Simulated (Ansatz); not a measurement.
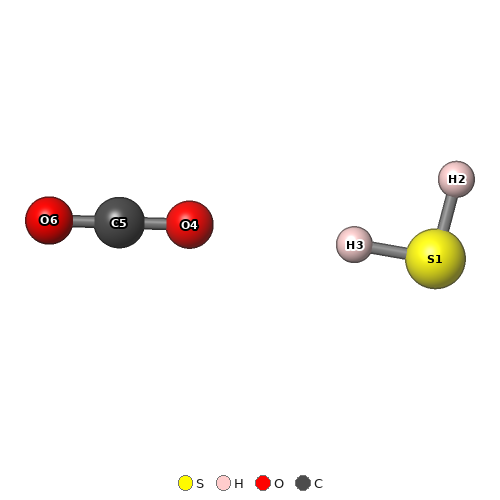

The system is the pair H₂S···CO₂; the picture shows the reference structure. The turn is about an axis along (−0.82, −0.58, 0.03) in the frame of the relaxed pair, normal to the line between the partners. Coordinates scanned: (1) distance O4···S1; (2) turn of S1, H2, H3 about its own atom S1. The grid has 15 × 15 points. Points are written as (first, second). All energies are given in meV relative to the lowest grid point. Computed with Ansatz 0.2.0, RHF/def2-SVPD.

Its coordinates:

```yaml
atoms:
  - { symbol: S, position_ang: [0.2569, -0.4905, -2.7264] }
  - { symbol: H, position_ang: [-0.4719, 0.5772, -3.0595] }
  - { symbol: H, position_ang: [0.1503, -0.2831, -1.4116] }
  - { symbol: O, position_ang: [0.0179, 0.0208, 1.2618] }
  - { symbol: C, position_ang: [0.0216, 0.0654, 2.3999] }
  - { symbol: O, position_ang: [0.0251, 0.1102, 3.5359] }
```

Range: distance O4···S1 from 3.383 to 5.383 Å; turn of S1, H2, H3 about its own atom S1 from −180 to 156°.

Predict the map.

Answer. The lowest grid point is at (3.994 Å, 12°). The bottom of the well lies between grid points, at about (4.021 Å, 0°), about 1.4 meV lower on the interpolated surface. There is a further well near (3.994 Å, −108°) (0.9 meV above the lowest at that grid point). The highest grid point, (3.383 Å, −12°), lies 77.0 meV above the lowest. On the interpolated surface the easiest way out of the lowest well to the well at about (4.03 Å, −95°) passes a barrier of about 13 meV, counted from the interpolated bottom of the well. Round the minimum the valley is somewhat tilted: raising distance O4···S1 shifts the best value of the second coordinate downwards (coupling k₁₂/√(k₁₁k₂₂) about 0.2).

| second ↓, first → | 3.383 | 3.433 | 3.515 | 3.615 | 3.730 | 3.857 | 3.994 | 4.141 | 4.297 | 4.461 | 4.632 | 4.810 | 4.995 | 5.186 | 5.383 |
| --- | --- | --- | --- | --- | --- | --- | --- | --- | --- | --- | --- | --- | --- | --- | --- |
| 156 | 51.1 | 47.8 | 43.5 | 39.8 | 36.9 | 34.8 | 33.5 | 32.8 | 32.6 | 32.6 | 32.9 | 33.2 | 33.5 | 33.9 | 34.3 |
| 132 | 60.7 | 56.5 | 51.1 | 46.3 | 42.4 | 39.6 | 37.7 | 36.5 | 35.8 | 35.5 | 35.3 | 35.3 | 35.3 | 35.4 | 35.5 |
| 108 | 50.6 | 47.1 | 42.8 | 39.0 | 36.1 | 34.1 | 32.8 | 32.2 | 32.0 | 32.1 | 32.5 | 32.8 | 33.2 | 33.6 | 34.0 |
| 84 | 30.2 | 28.4 | 26.3 | 24.8 | 24.0 | 23.7 | 24.0 | 24.6 | 25.5 | 26.6 | 27.7 | 28.8 | 29.7 | 30.6 | 31.5 |
| 60 | 16.8 | 15.6 | 14.7 | 14.5 | 15.1 | 16.3 | 17.8 | 19.5 | 21.3 | 23.0 | 24.5 | 25.9 | 27.2 | 28.2 | 29.2 |
| 36 | 26.2 | 21.0 | 15.0 | 10.7 | 8.5 | 8.4 | 9.6 | 11.7 | 14.2 | 16.7 | 19.0 | 21.0 | 22.7 | 24.2 | 25.5 |
| 12 | 63.1 | 48.5 | 30.4 | 15.8 | 6.1 | 1.2 | 0.0 | 1.3 | 4.0 | 7.3 | 10.6 | 13.6 | 16.3 | 18.6 | 20.7 |
| −12 | 77.0 | 60.2 | 39.3 | 22.0 | 10.0 | 3.2 | 0.6 | 0.9 | 3.0 | 6.1 | 9.4 | 12.6 | 15.5 | 18.0 | 20.1 |
| −36 | 49.9 | 40.7 | 29.4 | 20.1 | 14.0 | 10.8 | 9.9 | 10.7 | 12.4 | 14.5 | 16.7 | 18.7 | 20.6 | 22.2 | 23.5 |
| −60 | 46.3 | 37.8 | 27.3 | 19.0 | 13.5 | 10.9 | 10.4 | 11.3 | 13.0 | 15.1 | 17.1 | 19.0 | 20.7 | 22.2 | 23.6 |
| −84 | 73.3 | 57.3 | 37.3 | 20.9 | 9.6 | 3.3 | 1.2 | 1.8 | 4.0 | 7.1 | 10.2 | 13.2 | 15.9 | 18.3 | 20.4 |
| −108 | 69.9 | 54.4 | 35.0 | 19.2 | 8.5 | 2.7 | 0.9 | 1.7 | 4.2 | 7.3 | 10.6 | 13.8 | 16.6 | 19.0 | 21.1 |
| −132 | 33.6 | 27.3 | 19.8 | 14.2 | 10.9 | 9.9 | 10.6 | 12.4 | 14.8 | 17.3 | 19.6 | 21.7 | 23.4 | 24.9 | 26.1 |
| −156 | 19.7 | 18.2 | 16.8 | 16.2 | 16.5 | 17.6 | 19.0 | 20.7 | 22.4 | 24.0 | 25.5 | 26.8 | 28.0 | 29.0 | 29.9 |
| −180 | 31.2 | 29.4 | 27.3 | 25.8 | 24.9 | 24.7 | 24.9 | 25.5 | 26.4 | 27.4 | 28.5 | 29.5 | 30.4 | 31.2 | 32.0 |

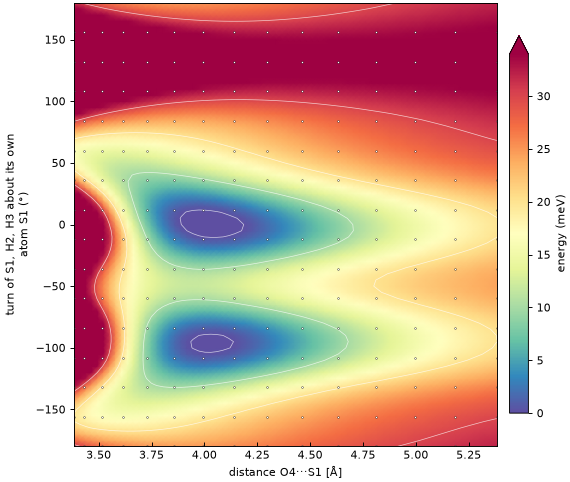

Drawn: a smooth colour map with a few white contour lines, dots at the grid points, one colour for all values above the top of the scale. Between grid points the surface is interpolated.

Time for the 225 points that were run: 7.7 min on 1 thread of Arm Neoverse V2 (shared host).
